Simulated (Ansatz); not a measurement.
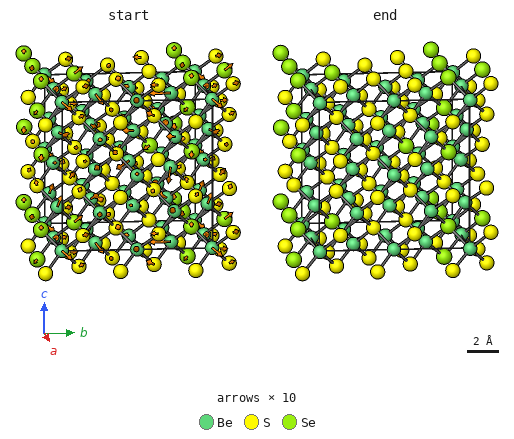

The structure of a crystal of Be$_{32}$S$_{26}$Se$_{6}$ (a generated structure, set up in P1) before (left) and after (right) a relaxation, at one scale. The orange arrows give the displacements, 10 times their true length.

Style: ball-and-stick. Shown: the cell of the calculation, from a free direction.

Computed with Ansatz, DFT, PBEsol, PAW, plane waves. (plane-wave cutoff 420 eV; k-point mesh 1 × 1 × 1; mesh shifted by (0.25, 0.25, 0.25); no spin polarisation; cell relaxed at fixed shape; force threshold 0.03 eV/Å; at most 80 steps)

### Summarise the run.

The energy falls by 17.4 meV per atom in 4 geometry steps. The largest force component goes from 1.5 to 0.016 eV/Å. Pressure: 0.33 GPa at the start and −0.01 GPa at the end. The largest move is that of a Be atom, 0.14 Å along −b. Largest moves by element: Be 0.14 Å, S 0.08 Å, Se 0.08 Å. The cell doesn't change. Among the contacts that change: Be–Se 2.074 → 2.197 Å, Be–Se 2.089 → 2.184 Å, Be–S 2.187 → 2.099 Å, Be–S 2.166 → 2.079 Å. Among the angles between lasting bonds that change: Be–S–Be 111.7° → 105.3°, S–Be–S 108.2° → 114.3°, Be–S–Be 110.2° → 104.6°. The space group stays P1 (No. 1).
